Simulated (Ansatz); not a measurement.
# wB97M-V/STO-3G run of H3NO (hydroxylamine)

Aim: the electronic atomisation energy of H3NO (hydroxylamine) at wB97M-V/STO-3G, from 4 runs. 

Program for the calculation: Ansatz 0.2.0.

51 further runs of the same task are left out: 1 that didn't finish, 50 set aside as unsound or not needed.

## Step 1: The system as given

H3NO: 5 atoms, total charge 0, spin state singlet. As SMILES, `NO`. Geometry: relaxed at GFN2-xTB. This is one conformer, not always the lowest.

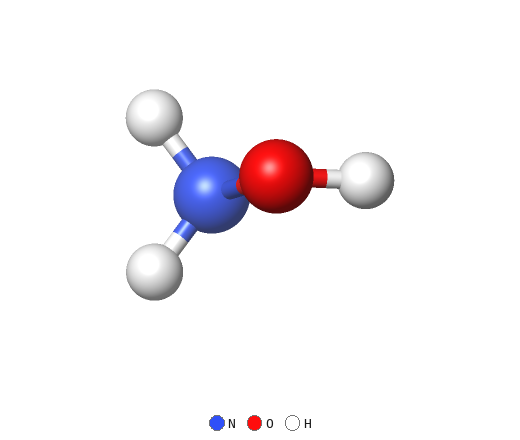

Viewed from a chosen angle; nitrogen blue, oxygen red, hydrogen white.

## Step 2: The energy at wB97M-V/STO-3G

input.yaml reads:

```yaml
crystal:
  periodic: [false, false, false]
  atoms:
    - symbol: "N"
      position_ang: [-0.178910, -0.366440, -0.312920]
    - symbol: O
      position_ang: [0.371730, 0.674250, 0.501760]
    - symbol: H
      position_ang: [-0.161770, -1.206140, 0.265260]
    - symbol: H
      position_ang: [-1.156690, -0.114310, -0.454620]
    - symbol: H
      position_ang: [1.125640, 1.012630, 0.000530]
basis:
  gaussian:
    orbitals: STO-3G
hamiltonian:
  xc: {name: wB97M-V}
accuracy: high
```

Started as:

```bash
$ ansatz run input.yaml --threads 1 --pin off --max-ram 2610MiB --events-out events.jsonl --progress --plain --runs-dir runs
```

The program printed:

```text
Warning: RAYON_NUM_THREADS=1 ignored (pool sized by the plan → 1); use --threads N
Functional definition: wB97M-V
  name "wB97M-V"
  parameter omega = 0.3/bohr
  parameter cx = 0.15
  parameter cx01 = 1.007
  parameter cx10 = 0.259
  parameter css00 = 0.443
  parameter css04 = -1.437
  parameter css10 = -4.535
  parameter css20 = -3.390
  parameter css43 = 4.278
  parameter cos00 = 1.000
  parameter cos10 = 1.358
  parameter cos20 = 2.924
  parameter cos21 = -8.812
  parameter cos60 = -1.390
  parameter cos61 = 9.142
  parameter b = 6.0
  parameter c = 0.01
  gx(w, u) = 1 - cx + cx01*u + cx10*w
  gss(w, u) = css00 + css04*u^4 + css10*w + css20*w^2 + css43*w^4*u^3
  gos(w, u) = cos00 + cos10*w + (cos20 + cos21*u)*w^2 + (cos60 + cos61*u)*w^6
  exchange = spin_sum(e_x_unif_sr(omega)*gx(b97_w, b97_u_x)) + cx*exact_x_sr(omega) + exact_x_lr(omega)
  correlation = spin_sum(e_c_pw_mod_same_spin*gss(b97_w, b97_u_same))
      + integral(e_c_pw_mod_opposite_spin*gos(b97_w_opposite, b97_u_opposite)) + vv10(b, c)
209 factors; integrals over basis functions are off by at most 3.8e-8 eV
113 factors; integrals over basis functions are off by at most 4.5e-10 eV
mean field evaluation 1: about -3534.4908 eV, gradient 1.1e1 eV
mean field evaluation 2: about -3534.9576 eV, gradient 4.5e0 eV
mean field evaluation 4: about -3535.0158 eV, gradient 2.7e-1 eV
mean field evaluation 8: about -3534.9942 eV, gradient 7.3e-4 eV
mean field evaluation 16: about -3534.9942 eV, gradient 1.5e-8 eV
mean field -3534.99416685 eV, -129.9086395266 hartree, gradient 1.5e-8 eV, S^2 0.000000; 0 other end points of the search recorded, 0 dependent functions left out
reference -3534.99416894 eV, -129.9086396034 hartree; 9, 9 occupied and 4, 4 virtual orbitals, 209 factors
Total energy: -3534.99416894 eV, -129.9086396034 hartree
```

Wall time 11 s (1 thread of Arm Neoverse V1, shared host); peak memory 0.21 GiB.

## Step 3: The H atom

job.yaml reads:

```yaml
crystal:
  periodic: [false, false, false]
  atoms:
    - {symbol: H, position_ang: [0.000000, 0.000000, 0.000000]}
basis:
  gaussian:
    orbitals: STO-3G
total_charge: 0
magnetization:
  spin_polarized: true
  initial_magnetization: 1
hamiltonian:
  xc: {name: wB97M-V}
accuracy: high
```

Run the same way, it converges to -0.45654 Eh (log not shown).

## Step 4: The N atom at the same level

job.yaml reads:

```yaml
crystal:
  periodic: [false, false, false]
  atoms:
    - {symbol: "N", position_ang: [0.000000, 0.000000, 0.000000]}
basis:
  gaussian:
    orbitals: STO-3G
magnetization:
  spin_polarized: true
  initial_magnetization: 3
hamiltonian:
  xc: {name: wB97M-V}
accuracy: high
```

Run the same way, it converges to -53.89131 Eh (log not shown).

## Step 5: The O atom

molecule.yaml reads:

```yaml
crystal:
  periodic: [false, false, false]
  atoms:
    - {symbol: O, position_ang: [0.000000, 0.000000, 0.000000]}
basis:
  gaussian: {orbitals: STO-3G}
magnetization: {spin_polarized: true, initial_magnetization: 2}
hamiltonian: {xc: {name: wB97M-V}}
accuracy: high
```

Run the same way, it converges to -74.04146 Eh (log not shown).

## Step 6: Results

Level: wB97M-V/STO-3G.

| quantity | value |
| --- | --- |
| molecule: total energy | -129.90864 Eh |
| H atom: total energy | -0.45654 Eh |
| H atom: ⟨S²⟩ | 0.750 |
| N atom: total energy | -53.89131 Eh |
| N atom: ⟨S²⟩ | 3.750 |
| O atom: total energy | -74.04146 Eh |
| O atom: ⟨S²⟩ | 2.000 |
| electronic atomisation energy | 16.497 eV |

What this shows: Taking the molecule apart into free atoms costs 16.50 eV (1592 kJ/mol), before zero-point energy and without spin-orbit coupling. In a minimal basis such a difference can be off by several eV, whatever the method.
